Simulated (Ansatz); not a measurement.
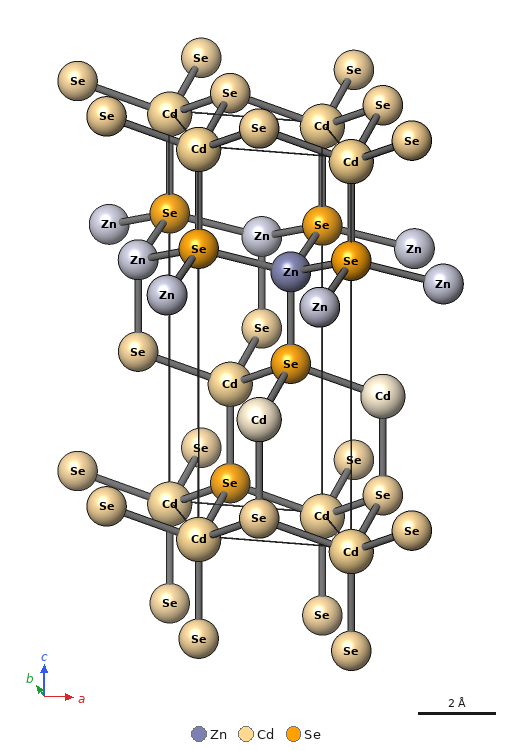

A ball-and-stick rendering, viewed slightly off an axis. Atoms at the boundary of the conventional unit cell (the box) are drawn once for each face, edge or corner they touch. Every bond is drawn to its end, so some atoms lie outside the box, in fainter colours.

ZnCd$_{2}$Se$_{3}$, space group P3m1 (No. 156), a = 4.265 Å, b = 4.265 Å, c = 10.521 Å, α = 90.00°, β = 90.00°, γ = 120.00°. The structure comes from a structure type filled with these elements by a generator (whether the compound takes this form wasn't checked). Earlier steps of the study may have refined or changed the cell and positions. Ansatz was used for an electronic-structure calculation on it.

This one geometry was computed with Ansatz (DFT, plane waves, PAW) at three levels of theory: LDA, PBE and r2SCAN.

Which level gives the highest pressure at this volume, and what does that say about its equilibrium volume?

Highest: PBE (0.0 GPa), which points to the largest equilibrium volume. Lowest, with the smallest volume: LDA (-4.6 GPa). Levels within 0.5 GPa of each other can't be told apart.

How does the band gap change with the level of theory?

LDA: a gap of 0.29 eV, direct; PBE: a gap of 0.55 eV, direct; r2SCAN: a gap of 1.04 eV, direct.

Collect the results in a table.

| level | cutoff (eV) | k-mesh of the run's cell | gap (eV) | pressure (GPa) |
| --- | --- | --- | --- | --- |
| LDA | 420 | 12×12×4 | 0.29 | -4.6 |
| PBE | 420 | 12×12×4 | 0.55 | 0.0 |
| r2SCAN | 500 | 12×12×4 | 1.04 | -1.6 |

Gaps are taken on the k-mesh or band path of each run.
